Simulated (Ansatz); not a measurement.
# BeHg (hypothetical, Pm-3m): phonons against volume, part 2 of 3

Aim: how the vibrations of BeHg (hypothetical) shift with volume, and the expansion that follows. The crystal structure is hypothetical: it was made by swapping elements on a known structure type.

Ansatz 0.2.0; DFT PBEsol, scalar-relativistic, plane waves, PAW.

So far. Step 2 (Probe on a coarse mesh): The start is under 22 GPa at this level and looks like a metal on this mesh. Step 5 (Relaxing to small residual forces and stress): The residual pressure is -0.0025 GPa, small enough for phonons.

## 6. Lattice dynamics at this volume, V/V0 1

Phonons at this volume give one point of F(V, T); meshes stay fixed along the series.

input.yaml

```yaml
crystal:
  lattice:
    - [3.0856973041, 0.0, 0.0]
    - [0.0, 3.0856973041, 0.0]
    - [0.0, 0.0, 3.0856973041]
  atoms:
    - { symbol: Be, position: [0.5, 0.5, 0.5] }
    - { symbol: Hg, position: [0.0, 0.0, 0.0] }
kpoints:
  mp_grid: { grid: [16, 16, 16] }
hamiltonian:
  xc: pbesol
scf:
  occupations: { method: methfessel_paxton, width: 0.15 }
output:
  eigenvalues: true
phonons:
  method: dfpt
  qmesh: [4, 4, 4]
  temperatures: { t_max: 1000, t_step: 50 }
  qpath:
    path:
      - [[0.0, 0.0, 0.0], [0.0, 0.5, 0.0], [0.5, 0.5, 0.0], [0.0, 0.0, 0.0], [0.5, 0.5, 0.5], [0.0, 0.5, 0.0]]
      - [[0.5, 0.5, 0.5], [0.5, 0.5, 0.0]]
    npoints: 10
```

Run with:

```
$ ansatz run input.yaml --threads 4 --pin off --max-ram 8192MiB --backend cpu --events-out ev --progress --plain --runs-dir out
```

Numbers of over 12 decimals in the logs are rounded to 6 here.

The program printed:

```text
[...]
Crystal: 2 atoms, lattice volume = 29.381 Å³
Basis set: ecut = 420 eV, 587 PW (Γ), exchange–correlation on 48×48×48 points (8 copies of the dense FFT grid, shifted against one another)
Bands: 15, of which v1, the nominal top of the filled ones, is band 11 counted from 1 (10 counted from 0)
Symmetry: 48 space group operations
k-points: 165 of 4096
[...]
SCF iter   1: F=—  HF=-13757.475750 eV  |F-HF|=—  |Δ(HF+E_count)|=         —  Δρ=4.39e-3  dr2=5.30e-3  ethr=1.77e-3  ⟨swp⟩=5.0  Hψ=12422  notcnv=0
[...]
SCF iter   7: F=-13757.473946 eV  HF=-13757.473946 eV  |F-HF|=3.64e-12  |Δ(HF+E_count)|=  1.75e-10  S|Δr|=    0.00e0  Δρ=1.40e-7  dr2=8.85e-13  ethr=1.00e-12  ⟨swp⟩=4.3  Hψ=12010  notcnv=0
SCF 1 converged in 7 iterations: F = -13757.473946 eV  dr2 = 8.85e-13
[...]
SCF iter   1: F=—  HF=-13757.473947 eV  |F-HF|=—  |Δ(HF+E_count)|=         —  Δρ=1.73e-7  dr2=1.76e-12  ethr=1.30e-8  ⟨swp⟩=3.0  Hψ=19438  notcnv=0
eigensolver tolerance schedule: the retry pair's looser diagonalisation over-reported the residual by 1629164.25 of it (diagonalisation noise at an unbounded share of the residual, at the tolerance the schedule requests for it); recorded, not acted on — ethr = c·dr2/N_el stays at c = 1.0e-1
[...]
SCF iter   2: F=—  HF=-13757.473946 eV  |F-HF|=—  |Δ(HF+E_count)|=   7.56e-7  S|Δr|=    0.00e0  Δρ=8.46e-8  dr2=8.61e-13  ethr=1.00e-12  ⟨swp⟩=5.4  Hψ=9410  notcnv=0
SCF iter   3: F=-13757.473946 eV  HF=-13757.473946 eV  |F-HF|=0.00e0  |Δ(HF+E_count)|=  7.28e-12  S|Δr|=    0.00e0  Δρ=3.87e-8  dr2=1.18e-13  ethr=1.00e-12  ⟨swp⟩=1.0  Hψ=5616  notcnv=0
SCF 2 converged in 3 iterations: F = -13757.473946 eV  dr2 = 1.18e-13
phonons: the bands overlap, so this run is a metal and interpolates without the dipole-dipole term. If the crystal is really an insulator or semiconductor, its LO-TO splitting is missing
NSCF: frozen V_eff on 165 k-points
[...]
DFPT response loops at q = (0, 0, 0) (fractional): preconditioner auto → Kerker (q_TF=auto, 2.600 Å⁻¹) (partly filled bands, converged f_vac=0.000); β = 1.00, the filter's whole step (`scf.mixing.beta` (0.50) is not read by the response loops under this deck's `scf.mixing.preconditioner`; to damp them name `kerker` or `kerker_dos`, under which they read `scf.mixing.beta`, and type it under 1.00, their step now; both keys bind the ground state too); Broyden in place of MSR1
[...]
SCF converged after 7 iterations
[...]
Free energy (F): -13757.473946 eV
[...]
Internal energy: -13757.474345 eV  (E = F + TS)
E sigma→0 (E₀):  -13757.474046 eV
Entropy (-TS):   0.000399 eV (0.200 meV/atom)
Fermi energy:    15.564283 eV
[...]
--- Band table (eV; the first three rows and the last of 165) ---
  k-point 0: bands = [... 7 lower, 7.9995, 7.9995, 7.9995, 18.0218, 18.0218, 18.0218, 23.3630, 25.5244]
  k-point 1: bands = [... 7 lower, 7.9673, 7.9673, 8.0021, 17.6377, 18.1195, 18.1195, 23.4880, 25.4733]
  k-point 2: bands = [... 7 lower, 7.8775, 7.8775, 8.0097, 16.7022, 18.4055, 18.4055, 23.6766, 25.3274]
  k-point 164: bands = [... 7 lower, 8.7098, 8.7098, 17.1076, 17.1076, 17.1076, 17.1626, 17.3694, 18.2713]
--- Phonons (Γ-DFPT): 2 representative perturbations + reference (Σ response iterations 5) ---
  ASR residual: 1.016e-4 → 0.000e0 eV/Å²; symmetrization residual: 1.084e-7 eV/Å²
  ASR residual per site (eV/Å²): 1.72e-6 1.02e-4
  Γ frequencies (cm⁻¹): 0.00 0.00 0.00 207.56 207.56 207.56
--- Phonons (arbitrary-q DFPT): 10 irreducible q on the 4×4×4 mesh ---
  q = [0.0000, 0.0000, 0.0000] (star 1, of the zone-centre solve; hermiticity 1.59e-7, symmetrization 1.11e-11): -0.00 0.00 0.00 207.56 207.56 207.56
  q = [0.0000, 0.0000, 0.2500] (star 6, 4 solved perturbations in 4032 linear systems a pass and spin channel, the states on 1296 of 4096 k-point pairs; hermiticity 6.75e-7, symmetrization 1.89e-13): 18.12 18.12 74.43 195.31 195.31 215.35
[...]
q = [0.0000, 0.2500, -0.5000] (star 12, 6 solved perturbations on 1296 of 4096 k-point pairs; hermiticity 1.86e-7, symmetrization 2.51e-14): 21.26 40.67 69.63 225.38 230.87 236.52
[...]
sum rule: each row above includes the acoustic sum rule's correction from the zone centre's row sums; it moved no ω² by more than (0.37 cm⁻¹)²
  mesh force constants: q→R imaginary residual 3.65e-18; ASR residual 1.016e-4 → 0.000e0 eV/Å²; symmetrization residual 2.665e-15 eV/Å²
  interpolated dispersion: 62 rows × 6 modes
  density of states and harmonic sums: on the 20×20×20 q-mesh, interpolated from the force constants of a 4×4×4 supercell (no non-analytic term)
  largest difference from the sums on the solved wave vectors: F 2.88e-2 eV, S 3.89e-5 and C_V 1.01e-5 eV/K
  zero-point energy: 0.044990 eV/cell   skipped modes (ω ≤ 0): 282, of them read as no rigid motion or as one in doubt: 279 (9.138e-1 modes/cell left out, lowest -89.92 cm⁻¹)   left out of the sums: 1.52e-1 of the cell's modes: C_V's classical limit lies that fraction below 3 k_B per atom; for a crystal, a wire or a layer, F and S can be off by more, and a phonons.interpolated_qmesh denser along its periods is the remedy for the sampling
```

Elapsed: 6.5 min, on 4 threads of Arm Neoverse V1, shared host; peak memory 2.3 GiB.

Numbers from this step:

- Γ frequencies: 0, 0, 0, 207.6, 207.6, 207.6 cm⁻¹ (negative: imaginary)
- lowest frequency on the path: -89.92 cm⁻¹
- point group: m-3m
- highest frequency: 280.8 cm⁻¹

No LO-TO term. Phonon branches along the path, in cm⁻¹:

```csv
point,branch 1,branch 2,branch 3,branch 4,branch 5,branch 6
Γ,0,0,0,208,208,208
X,26,26,109,171,171,281
M,-80,-80,-14,221,221,256
Γ,0,0,0,208,208,208
R,-90,-90,-90,88,88,88
X,26,26,109,171,171,281
jump to R,-90,-90,-90,88,88,88
M,-80,-80,-14,221,221,256
```

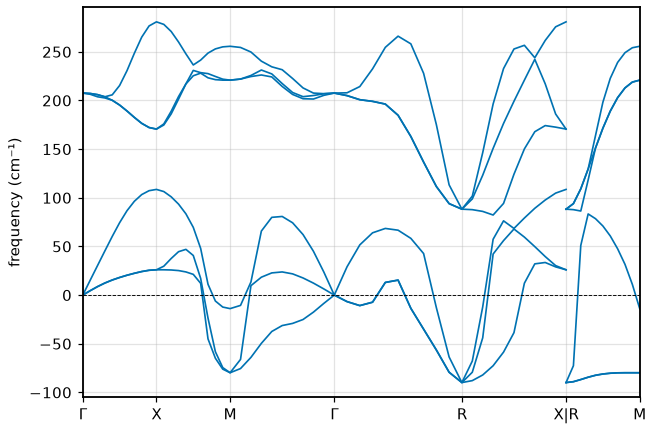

Phonon branches along the path.

The phonon density of states has structure finer than the step of the table below, so its rows give means over 20 cm⁻¹, whole bins alone (the curve runs from -92.5 to 282 cm⁻¹). Peaks (cm⁻¹: height): -17.5: 0.0160, 27.5: 0.0471, 72.5: 0.0326, 202.5: 0.0499, 252.5: 0.0401.

Tetrahedra on 20 20 20, mean over bins of 5 cm⁻¹. The phonon density of states by wavenumber; means over each step:

```csv
wavenumber (cm⁻¹),phonon density of states (1/cm⁻¹/cell)
-80,0.00665
-60,0.0114
-40,0.0106
-20,0.0133
0,0.00933
20,0.0294
40,0.0234
60,0.0184
80,0.0237
100,0.00641
120,0.00322
140,0.00493
160,0.00794
180,0.0183
200,0.0368
220,0.0335
240,0.0217
260,0.0203
```

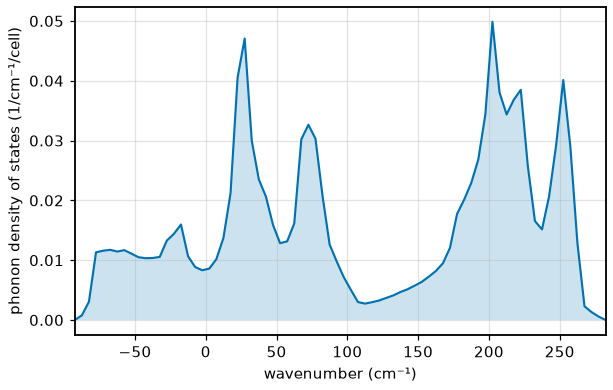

Phonon density of states against wavenumber.

The modes has structure finer than the step of the table below, so its rows give means over 20 cm⁻¹, whole bins alone (the curve runs from -96.8 to 298 cm⁻¹). Peaks (cm⁻¹: height): Be -64.5: 0.0055, 203.6: 0.0431, 218.5: 0.0353, 253.3: 0.0344; Hg -17.3: 0.0150, 24.9: 0.0443, 77.0: 0.0292.

Phonopy on the run's constants, 19x19x19 mesh, Gaussian sigma 2.8 cm⁻¹. Table of modes by wavenumber; means over each step; values in 1/cm⁻¹/cell:

```csv
wavenumber (cm⁻¹),Be,Hg
-80,0.00312,0.00385
-60,0.00383,0.00752
-40,0.00280,0.00929
-20,0.00212,0.0122
0,3.2e-4,0.00418
20,0.00116,0.0287
40,0.00175,0.0229
60,0.00115,0.0172
80,0.00115,0.0232
100,9.4e-4,0.00543
120,0.00211,0.00131
140,0.00349,0.00134
160,0.00623,0.00161
180,0.0161,0.00211
200,0.0331,0.00352
220,0.0291,0.00389
240,0.0209,9.1e-4
260,0.0200,8.0e-4
280,6.5e-4,4.2e-6
```

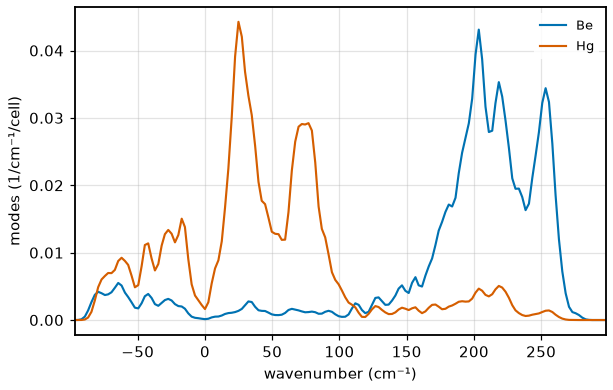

Modes, plotted against wavenumber.

No LO-TO term. Modes at Γ, with each element's share of the kinetic energy:

```csv
mode,frequency (cm⁻¹),symmetry,Be %,Hg %
1,0.0,T1u,4,96
2,0.0,T1u,4,96
3,0.0,T1u,4,96
4,207.6,T1u,96,4
5,207.6,T1u,96,4
6,207.6,T1u,96,4
```

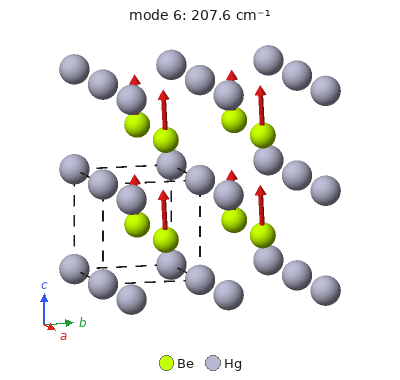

Displacement patterns of mode 6 at Γ; arrows are exaggerated. 2×2×2 cells are drawn. Some periodic images of atoms are drawn too.

The lowest solved frequency is -89.9 cm⁻¹, so the cell is unstable here and gives no valid free energy.

## 7. A cell at another volume, V/V0 1.015

Symmetry fixes every atom, so a single point at the scaled cell gives the energy and pressure of this member.

input.yaml, the sections that differ from step 6:

```yaml
crystal:
  lattice:
    - [3.1010492847, 0.0, 0.0]
    - [0.0, 3.1010492847, 0.0]
    - [0.0, 0.0, 3.1010492847]
  atoms:
    - { symbol: Be, position: [0.5, 0.5, 0.5] }
    - { symbol: Hg, position: [0.0, 0.0, 0.0] }
output:
  forces: true
  stress: true
  eigenvalues: true
# kpoints, hamiltonian, scf: as in step 6
# phonons: removed
```

The program printed:

```text
[...]
Crystal: 2 atoms, lattice volume = 29.821 Å³
Basis set: ecut = 420 eV, 587 PW (Γ), exchange–correlation on 48×48×48 points (8 copies of the dense FFT grid, shifted against one another)
Bands: 15, of which v1, the nominal top of the filled ones, is band 11 counted from 1 (10 counted from 0)
Symmetry: 48 space group operations
[...]
k-points: 165 of 4096
[...]
SCF iter   1: F=—  HF=-13757.473841 eV  |F-HF|=—  |Δ(HF+E_count)|=         —  Δρ=4.41e-3  dr2=5.49e-3  ethr=1.77e-3  ⟨swp⟩=5.0  Hψ=12445  notcnv=0
[...]
SCF iter   6: F=-13757.471924 eV  HF=-13757.471924 eV  |F-HF|=8.00e-11  |Δ(HF+E_count)|=   9.84e-9  S|Δr|=    0.00e0  Δρ=3.12e-6  dr2=1.16e-9  ethr=3.90e-10  ⟨swp⟩=2.1  Hψ=9053  notcnv=0
SCF 1 converged in 6 iterations: F = -13757.471924 eV  dr2 = 1.16e-9
[...]
SCF converged after 6 iterations
[...]
Free energy (F): -13757.471924 eV
[...]
Internal energy: -13757.472547 eV  (E = F + TS)
E sigma→0 (E₀):  -13757.472080 eV
Entropy (-TS):   0.000622 eV (0.311 meV/atom)
Fermi energy:    15.259495 eV
[...]
--- Stress (GPa, compression-positive) ---
       -1.446912       0.000000       0.000000
        0.000000      -1.446912       0.000000
        0.000000      -0.000000      -1.446912
  P = ⅓ Tr σ = -1.4469 GPa (-14.469 kbar)
--- Band table (eV; the first three rows and the last of 165) ---
  k-point 0: bands = [... 7 lower, 7.7468, 7.7468, 7.7468, 17.7308, 17.7308, 17.7308, 22.8977, 25.1537]
  k-point 1: bands = [... 7 lower, 7.7156, 7.7156, 7.7494, 17.3456, 17.8267, 17.8267, 23.0262, 25.1062]
  k-point 2: bands = [... 7 lower, 7.6288, 7.6288, 7.7567, 16.4107, 18.1075, 18.1075, 23.2241, 24.9704]
  k-point 164: bands = [... 7 lower, 8.4379, 8.4379, 16.8271, 16.8271, 16.8271, 16.8330, 16.9755, 17.9374]
```

The job ended after 2 s (4 threads; peak memory 0.36 GiB).

This step gave:

| Quantity | Value |
| --- | --- |
| pressure | -1.447 GPa |
| volume per atom | 14.91 Å³ |

The run ends at a pressure of -1.45 GPa.

## 8. Phonons, V/V0 1.015

The same q-mesh and k-mesh are kept at every volume, so that much of their error can cancel in the differences.

input.yaml, the sections that differ from step 7:

```yaml
output:
  eigenvalues: true
phonons:
  method: dfpt
  qmesh: [4, 4, 4]
  temperatures: { t_max: 1000, t_step: 50 }
  qpath:
    path:
      - [[0.0, 0.0, 0.0], [0.0, 0.5, 0.0], [0.5, 0.5, 0.0], [0.0, 0.0, 0.0], [0.5, 0.5, 0.5], [0.0, 0.5, 0.0]]
      - [[0.5, 0.5, 0.5], [0.5, 0.5, 0.0]]
    npoints: 10
# crystal, kpoints, hamiltonian, scf: as in step 7
```

The program printed:

```text
[...]
Crystal: 2 atoms, lattice volume = 29.821 Å³
Basis set: ecut = 420 eV, 587 PW (Γ), exchange–correlation on 48×48×48 points (8 copies of the dense FFT grid, shifted against one another)
Bands: 15, of which v1, the nominal top of the filled ones, is band 11 counted from 1 (10 counted from 0)
Symmetry: 48 space group operations
k-points: 165 of 4096
[...]
k-point 164: bands = [... 7 lower, 8.4379, 8.4379, 16.8271, 16.8271, 16.8271, 16.8330, 16.9755, 17.9374]
[...]
ASR residual: 1.027e-4 → 0.000e0 eV/Å²; symmetrization residual: 1.212e-6 eV/Å²
  ASR residual per site (eV/Å²): 7.49e-6 1.03e-4
  Γ frequencies (cm⁻¹): 0.00 0.00 0.00 196.01 196.01 196.01
--- Phonons (arbitrary-q DFPT): 10 irreducible q on the 4×4×4 mesh ---
[...]
interpolated dispersion: 62 rows × 6 modes
[...]
[key lines of the parts left out:]
SCF converged after 7 iterations
Free energy (F): -13757.471924 eV
Fermi energy:    15.259495 eV
```

Elapsed: 6.6 min, on 4 threads; peak memory 2.3 GiB; 25 min of CPU time.

No LO-TO term. The phonon branches at the labelled points (cm⁻¹):

```csv
point,branch 1,branch 2,branch 3,branch 4,branch 5,branch 6
Γ,0,0,0,196,196,196
X,23,23,106,154,154,270
M,-82,-82,-18,210,210,244
Γ,0,0,0,196,196,196
R,-114,-114,-114,85,85,85
X,23,23,106,154,154,270
jump to R,-114,-114,-114,85,85,85
M,-82,-82,-18,210,210,244
```

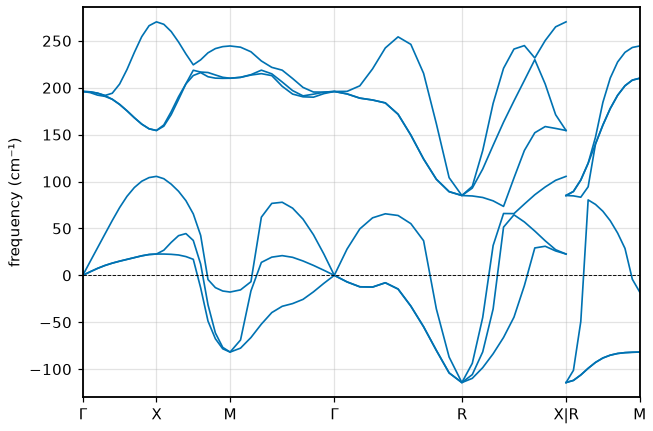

Phonon branches along the path.

The lowest solved frequency is -114 cm⁻¹, so the cell is unstable here and gives no valid free energy. The highest zone-centre mode (no LO–TO term) moved by -5.6 % for a volume change of +1.5 %.

## 9. A cell at another volume, V/V0 0.985

Symmetry fixes every atom, so a single point at the scaled cell gives the energy and pressure of this member.

The cell differs from the one that the last finished run ended in (a 3.101 → 3.070 Å, b 3.101 → 3.070 Å, c 3.101 → 3.070 Å).

input.yaml, the sections that differ from step 8:

```yaml
crystal:
  lattice:
    - [3.0701910258, 0.0, 0.0]
    - [0.0, 3.0701910258, 0.0]
    - [0.0, 0.0, 3.0701910258]
  atoms:
    - { symbol: Be, position: [0.5, 0.5, 0.5] }
    - { symbol: Hg, position: [0.0, 0.0, 0.0] }
output:
  forces: true
  stress: true
  eigenvalues: true
# kpoints, hamiltonian, scf: as in step 8
# phonons: removed
```

The program printed:

```text
[...]
Crystal: 2 atoms, lattice volume = 28.940 Å³
Basis set: ecut = 420 eV, 587 PW (Γ), exchange–correlation on 48×48×48 points (8 copies of the dense FFT grid, shifted against one another)
Bands: 15, of which v1, the nominal top of the filled ones, is band 11 counted from 1 (10 counted from 0)
Symmetry: 48 space group operations
[...]
k-points: 165 of 4096
[...]
--- Band table (eV; the first three rows and the last of 165) ---
  k-point 0: bands = [... 7 lower, 8.2596, 8.2596, 8.2596, 18.3211, 18.3211, 18.3211, 23.8420, 25.9059]
  k-point 1: bands = [... 7 lower, 8.2263, 8.2263, 8.2624, 17.9382, 18.4208, 18.4208, 23.9636, 25.8510]
  k-point 2: bands = [... 7 lower, 8.1334, 8.1334, 8.2702, 17.0021, 18.7121, 18.7121, 24.1423, 25.6944]
  k-point 164: bands = [... 7 lower, 8.9898, 8.9898, 17.3968, 17.3968, 17.3968, 17.5012, 17.7756, 18.6155]
[key lines of the parts left out:]
SCF converged after 6 iterations
Free energy (F): -13757.471815 eV
Fermi energy:    15.878828 eV
P = ⅓ Tr σ = 1.5732 GPa (15.732 kbar)
```

Wall time 1.2 s (4 threads); peak memory 0.35 GiB.

The run ends at a pressure of 1.57 GPa.

## 10. Phonons, V/V0 0.985

Phonons at this volume give one point of F(V, T); meshes stay fixed along the series.

input.yaml, the sections that differ from step 9:

```yaml
output:
  eigenvalues: true
phonons:
  method: dfpt
  qmesh: [4, 4, 4]
  temperatures: { t_max: 1000, t_step: 50 }
  qpath:
    path:
      - [[0.0, 0.0, 0.0], [0.0, 0.5, 0.0], [0.5, 0.5, 0.0], [0.0, 0.0, 0.0], [0.5, 0.5, 0.5], [0.0, 0.5, 0.0]]
      - [[0.5, 0.5, 0.5], [0.5, 0.5, 0.0]]
    npoints: 10
# crystal, kpoints, hamiltonian, scf: as in step 9
```

The program printed:

```text
[...]
Crystal: 2 atoms, lattice volume = 28.940 Å³
Basis set: ecut = 420 eV, 587 PW (Γ), exchange–correlation on 48×48×48 points (8 copies of the dense FFT grid, shifted against one another)
Bands: 15, of which v1, the nominal top of the filled ones, is band 11 counted from 1 (10 counted from 0)
Symmetry: 48 space group operations
k-points: 165 of 4096
[...]
k-point 164: bands = [... 7 lower, 8.9898, 8.9898, 17.3967, 17.3967, 17.3967, 17.5012, 17.7756, 18.6155]
[...]
ASR residual: 8.416e-5 → 0.000e0 eV/Å²; symmetrization residual: 8.332e-8 eV/Å²
  ASR residual per site (eV/Å²): 1.03e-5 8.42e-5
  Γ frequencies (cm⁻¹): 0.00 0.00 0.00 219.22 219.22 219.22
--- Phonons (arbitrary-q DFPT): 10 irreducible q on the 4×4×4 mesh ---
[...]
interpolated dispersion: 62 rows × 6 modes
[...]
[key lines of the parts left out:]
SCF converged after 7 iterations
Free energy (F): -13757.471815 eV
Fermi energy:    15.878829 eV
```

Elapsed: 6.3 min, on 4 threads; peak memory 2.3 GiB; 24 min of CPU time.

The lowest solved frequency is -77.9 cm⁻¹, so the cell is unstable here and gives no valid free energy. The highest zone-centre mode (no LO–TO term) moved by +5.6 % for a volume change of -1.5 %.

## 11. A cell at another volume, V/V0 1.03

Symmetry fixes every atom, so a single point at the scaled cell gives the energy and pressure of this member.

The cell differs from the one that the last finished run ended in (a 3.070 → 3.116 Å, b 3.070 → 3.116 Å, c 3.070 → 3.116 Å).

input.yaml, the sections that differ from step 10:

```yaml
crystal:
  lattice:
    - [3.1162507496, 0.0, 0.0]
    - [0.0, 3.1162507496, 0.0]
    - [0.0, 0.0, 3.1162507496]
  atoms:
    - { symbol: Be, position: [0.5, 0.5, 0.5] }
    - { symbol: Hg, position: [0.0, 0.0, 0.0] }
output:
  forces: true
  stress: true
  eigenvalues: true
# kpoints, hamiltonian, scf: as in step 10
# phonons: removed
```

The program printed:

```text
[...]
Crystal: 2 atoms, lattice volume = 30.262 Å³
Basis set: ecut = 420 eV, 619 PW (Γ), exchange–correlation on 48×48×48 points (8 copies of the dense FFT grid, shifted against one another)
Bands: 15, of which v1, the nominal top of the filled ones, is band 11 counted from 1 (10 counted from 0)
Symmetry: 48 space group operations
[...]
k-points: 165 of 4096
[...]
--- Band table (eV; the first three rows and the last of 165) ---
  k-point 0: bands = [... 7 lower, 7.5013, 7.5013, 7.5013, 17.4478, 17.4478, 17.4478, 22.4457, 24.7933]
  k-point 1: bands = [... 7 lower, 7.4712, 7.4712, 7.5038, 17.0616, 17.5420, 17.5420, 22.5777, 24.7492]
  k-point 2: bands = [... 7 lower, 7.3872, 7.3872, 7.5109, 16.1272, 17.8178, 17.8178, 22.7844, 24.6230]
  k-point 164: bands = [... 7 lower, 8.1740, 8.1740, 16.5124, 16.5549, 16.5549, 16.5549, 16.5939, 17.6136]
[key lines of the parts left out:]
SCF converged after 6 iterations
Free energy (F): -13757.466099 eV
Fermi energy:    14.963748 eV
P = ⅓ Tr σ = -2.7682 GPa (-27.682 kbar)
```

Run time: 1.7 s. Hardware: 4 threads; peak memory 0.36 GiB; 5.8 s of CPU time.

The run ends at a pressure of -2.77 GPa.

(Part 2 of 3 ends here.)

[Logs are printed without paths, hosts, clocks, repeated set-up lines and the standing remarks that a program may print on its own settings, such as how far it seeks lower states.]

[Hosts, paths, dates, database ids (printed as entryN), source tags and the programs' standing remarks are cut or masked in the printed files.]

[A step with changed settings may run another functional than the one named; its input shows which.]

[Of the runs on displaced cells, only some may be shown.]
